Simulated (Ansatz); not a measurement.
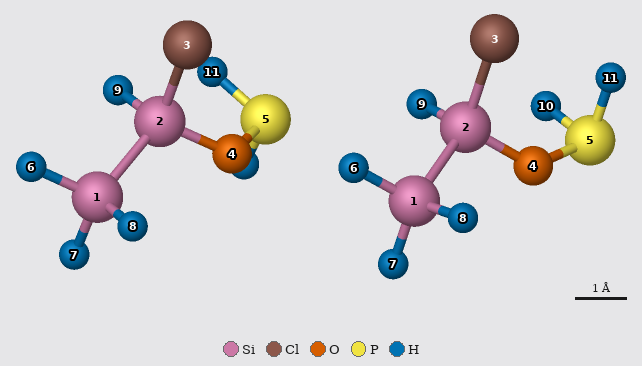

Two geometries of Si2PH6OCl, drawn at one scale. One is the start of a relaxation, the other its converged end. The picture is a ball-and-stick view, seen from a free direction.

Computed with RKS B3LYP-D4/6-31G* (Ansatz 0.2.0). (no spin polarisation; force threshold 0.015 eV/Å; at most 40 steps)

Q: Which one is relaxed?

A: The right one is the relaxed one. The run prepares an end point of a later path (inversion) calculation, from a guessed geometry. H11 moves most after the best rigid fit: 1.67 Å. By element the largest moves are H 1.67 Å, Cl 0.55 Å, O 0.53 Å, P 0.45 Å, Si 0.39 Å. Some distances before and after: O4–P5 1.575 → 1.681 Å, Si1–Si2 2.268 → 2.337 Å, Si2–Cl3 2.026 → 2.092 Å, Si1–H8 1.432 → 1.486 Å. Among the angles between lasting bonds that change: Si2–O4–P5 117.7° → 130.8°, H6–Si1–H7 103.2° → 109.1°, Si1–Si2–O4 112.9° → 107.7°. Groups turn about O4–P5 by about 60°, Si2–O4 by about 25°. The energy falls by 15.5 kcal/mol in 22 accepted moves (25 points after the start). The largest force component goes from 3.1 to 0.0093 eV/Å. The line search rejected the trial steps at points 8, 11, 15 of the run.
